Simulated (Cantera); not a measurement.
A closed system holds: 1 mol CsOH, 0.18 mol H2O, held at 69.0 mbar.

Equilibrium computed with Cantera from the NASA thermochemical tables; the gas is ideal and each condensed phase is pure. Candidate condensed phases: Cs, CsOH, H2O; 15 gas species. Kinetics and transport are ignored.

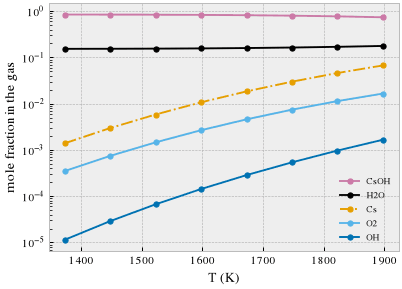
Equilibrium gas composition (values under 1e-9 drawn at 1e-9)

### Question
Read off the mole fractions at 1523 K.

### Answer
CsOH about 0.84, H2O about 0.15, Cs about 0.0058, O2 about 0.0015, OH about 6.7e-5.
